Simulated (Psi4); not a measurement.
# BF (SMILES [B]F): revPBE/def2-TZVPPD

What is the energy change on altering one bond length of BF at revPBE/def2-TZVPPD? 

The results are computed with Psi4 1.11.

## (1) Starting point

BF: 2 atoms, total charge 0, spin state singlet. SMILES: `[B]F`. The coordinates come from a PBE0-D4/def2-TZVP relaxation.

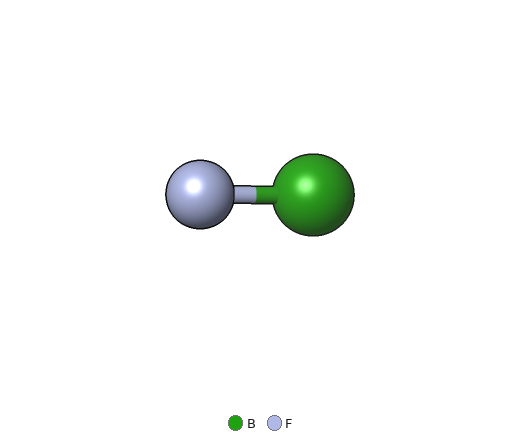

The structure, seen from a chosen angle (boron green, fluorine light blue).

## (2) Energy and forces at revPBE/def2-TZVPPD

Contents of run.py:

```python
import psi4

psi4.set_memory('2200 MB')
psi4.set_num_threads(1)
psi4.core.set_output_file('output.dat', False)

molecule = psi4.geometry("""
0 1
B      0.000000     0.000000    -0.009350
F      0.000000     0.000000     1.253740
symmetry c1
""")

options = {'puream': True, 'e_convergence': 1e-09, 'd_convergence': 1e-08, 'scf_type': 'pk', 'dft_radial_points': 99, 'dft_spherical_points': 590}
psi4.set_options(options)

e, wfn = psi4.gradient('revpbe/def2-TZVPPD', return_wfn=True)
psi4.oeprop(wfn, 'QUADRUPOLE', 'MAYER_INDICES', 'WIBERG_LOWDIN_INDICES', title='REVPBE')
print('gradient / Eh bohr^-1')
print(e.np.round(6))
print(f'energy = {wfn.energy():.10f} Eh')
```

On the command line:

```sh
$ python run.py
```

output.dat:

```text
[...]
  Running in c1 symmetry.
[...]
  Nuclear repulsion =   18.852951476260600
[...]
  Multiplicity = 1
[...]
  Nalpha       = 7
  Nbeta        = 7
[...]
    Number of basis functions: 77
[...]
   @RKS iter   1:  -124.63237572812504   -3.38986e-01   4.47693e-03 DIIS/ADIIS
[...]
   @RKS iter   9:  -124.67410069058998   -7.95808e-13   1.62009e-09 DIIS
[...]
    Orbital Energies [Eh]
    ---------------------
    Doubly Occupied:
       1A    -24.359495     2A     -6.618075     3A     -1.200361
       4A     -0.557548     5A     -0.472359     6A     -0.472359
       7A     -0.248165
[...]
  @RKS Final Energy:  -124.67410069058998
   => Energetics <=
    Nuclear Repulsion Energy =             18.8529514762605999
    One-Electron Energy =                -208.8181507341872418
    Two-Electron Energy =                  79.6838606648518351
    DFT Exchange-Correlation Energy =     -14.3927620975151580
    Empirical Dispersion Energy =           0.0000000000000000
    VV10 Nonlocal Energy =                  0.0000000000000000
    Total Energy =                       -124.6741006905899809
[...]
  -Total Gradient:
     Atom            X                  Y                   Z
    ------   -----------------  -----------------  -----------------
       1        0.000000001028     0.000000000837     0.019033592527
       2       -0.000000001028    -0.000000000837    -0.019034081158
[...]
 Multipole Moments:
 ------------------------------------------------------------------------------------
     Multipole            Electronic (a.u.)      Nuclear  (a.u.)        Total (a.u.)
 ------------------------------------------------------------------------------------
 L = 1.  Multiply by 2.5417464519 to convert [e a0] to [Debye]
 Dipole X            :          0.0000000            0.0000000            0.0000000
 Dipole Y            :          0.0000000            0.0000000            0.0000000
 Dipole Z            :          0.1012662            0.3254674            0.4267336
 Magnitude           :                                                    0.4267336
 L = 2.  Multiply by 1.3450342976 to convert [e a0^2] to [Debye ang]
 Quadrupole XX       :         -8.0112249            0.0000000           -8.0112249
 Quadrupole XY       :         -0.0000000            0.0000000           -0.0000000
[...]
```

On the terminal:

```text
gradient / Eh bohr^-1
[[ 0.        0.        0.019034]
 [-0.       -0.       -0.019034]]
energy = -124.6741006906 Eh
```

Wall time 14 s (1 thread of Intel Xeon at 2.50GHz (Skylake/Cascade Lake), shared host); peak memory 0.51 GiB.

## (3) The distorted shape, same level

Contents of bf.xyz:

```xyz
2
BF
B      0.000000     0.000000    -0.198860
F      0.000000     0.000000     1.253740
```

Contents of job.py:

```python
import psi4

psi4.set_memory(2200000000)
psi4.set_num_threads(1)
psi4.set_output_file('psi4.out', False)

with open('bf.xyz') as f:
    atoms = ''.join(f.readlines()[2:])
m = psi4.geometry('0 1\n' + atoms + 'symmetry c1')

psi4.set_options({
    'reference': 'rks',
    'puream': True,
    'e_convergence': 1e-09,
    'd_convergence': 1e-08,
    'scf_type': 'pk',
    'dft_radial_points': 99,
    'dft_spherical_points': 590,
})

result, w = psi4.gradient("revpbe/def2-TZVPPD", molecule=m, return_wfn=True)
psi4.oeprop(w, "DIPOLE", "QUADRUPOLE", "MULLIKEN_CHARGES", title="REVPBE")
print('gradient / Eh bohr^-1')
print(result.np.round(6))
print(f'energy = {w.energy():.10f} Eh')
for k, v in sorted(psi4.core.scalar_variables().items()):
    print(f'{k:45s} {v:18.10f}')
```

On the command line:

```sh
$ python job.py
```

psi4.out:

```text
[...]
  Running in c1 symmetry.
[...]
  Nuclear repulsion =   16.393346055452298
[...]
  Multiplicity = 1
[...]
  Nalpha       = 7
  Nbeta        = 7
[...]
    Number of basis functions: 77
[...]
   @RKS iter   1:  -124.62016513703672   -4.49295e-01   4.44679e-03 DIIS/ADIIS
[...]
   @RKS iter   9:  -124.65800905062382   -1.44951e-12   4.43116e-09 DIIS
[...]
    Orbital Energies [Eh]
    ---------------------
    Doubly Occupied:
       1A    -24.320309     2A     -6.653756     3A     -1.123065
       4A     -0.506439     5A     -0.413109     6A     -0.413109
       7A     -0.269686
[...]
  @RKS Final Energy:  -124.65800905062382
   => Energetics <=
    Nuclear Repulsion Energy =             16.3933460554522981
    One-Electron Energy =                -204.3715841928118380
    Two-Electron Energy =                  77.6404648104195871
    DFT Exchange-Correlation Energy =     -14.3202357236838633
    Empirical Dispersion Energy =           0.0000000000000000
    VV10 Nonlocal Energy =                  0.0000000000000000
    Total Energy =                       -124.6580090506238179
[...]
  -Total Gradient:
     Atom            X                  Y                   Z
    ------   -----------------  -----------------  -----------------
       1       -0.000000000495    -0.000000000107    -0.084685614359
       2        0.000000000494     0.000000000107     0.084683384429
[...]
 Multipole Moments:
 ------------------------------------------------------------------------------------
     Multipole            Electronic (a.u.)      Nuclear  (a.u.)        Total (a.u.)
 ------------------------------------------------------------------------------------
 L = 1.  Multiply by 2.5417464519 to convert [e a0] to [Debye]
 Dipole X            :         -0.0000000            0.0000000           -0.0000000
 Dipole Y            :         -0.0000000            0.0000000           -0.0000000
 Dipole Z            :         -0.3426496            0.3742995            0.0316499
 Magnitude           :                                                    0.0316499
 L = 2.  Multiply by 1.3450342976 to convert [e a0^2] to [Debye ang]
 Quadrupole XX       :         -8.0257148            0.0000000           -8.0257148
 Quadrupole XY       :         -0.0000000            0.0000000           -0.0000000
[...]
  Mulliken Charges: (a.u.)
   Center  Symbol    Alpha    Beta     Spin     Total
       1     B     2.36482  2.36482  0.00000  0.27037
       2     F     4.63518  4.63518  0.00000 -0.27037
   Total alpha =  7.00000, Total beta =  7.00000, Total charge = -0.00000
```

On the terminal:

```text
gradient / Eh bohr^-1
[[-0.       -0.       -0.084686]
 [ 0.        0.        0.084683]]
energy = -124.6580090506 Eh
CURRENT ENERGY                                   -124.6580090506
CURRENT REFERENCE ENERGY                         -124.6580090506
DD SOLVATION ENERGY                                 0.0000000000
DFT FUNCTIONAL TOTAL ENERGY                      -124.6580090506
DFT TOTAL ENERGY                                 -124.6580090506
DFT VV10 ENERGY                                     0.0000000000
DFT XC ENERGY                                     -14.3202357237
GRID ELECTRONS ALPHA                                6.9999999730
GRID ELECTRONS BETA                                 6.9999999730
GRID ELECTRONS TOTAL                               13.9999999460
NUCLEAR REPULSION ENERGY                           16.3933460555
ONE-ELECTRON ENERGY                              -204.3715841928
PCM POLARIZATION ENERGY                             0.0000000000
PE ENERGY                                           0.0000000000
SCF ITERATION ENERGY                             -124.6580090506
SCF ITERATIONS                                      9.0000000000
SCF TOTAL ENERGY                                 -124.6580090506
TWO-ELECTRON ENERGY                                77.6404648104
XC GRID RADIAL POINTS                              99.0000000000
XC GRID SPHERICAL POINTS                          590.0000000000
XC GRID TOTAL POINTS                           114814.0000000000
```

It took 17 s on 1 thread of Intel Xeon at 2.50GHz (Skylake/Cascade Lake), shared host; peak memory 0.51 GiB.

## (4) What came out

Level: revPBE/def2-TZVPPD.

| quantity | value |
| --- | --- |
| first shape: total energy | -124.67410 Eh |
| first shape: dipole moment | 1.08 D |
| first shape: HOMO energy | -6.75 eV |
| first shape: LUMO energy | -2.04 eV |
| first shape: HOMO–LUMO gap | 4.71 eV |
| first shape: largest force on an atom | 0.979 eV/Å |
| distorted shape: total energy | -124.65801 Eh |
| distorted shape: dipole moment | 0.08 D |
| distorted shape: HOMO energy | -7.34 eV |
| distorted shape: LUMO energy | -2.87 eV |
| distorted shape: HOMO–LUMO gap | 4.47 eV |
| distorted shape: largest force on an atom | 4.355 eV/Å |
| energy change with the B1–F2 bond stretched from 1.263 to 1.453 Å | 0.438 eV |

What this shows: With the B1–F2 bond stretched from 1.263 to 1.453 Å the energy rises by 0.44 eV (42.2 kJ/mol). The first shape isn't relaxed at this level, so the change isn't measured from a minimum. The largest force (first shape) is 0.98 eV/Å: the shape isn't a stationary point for this species at this level.
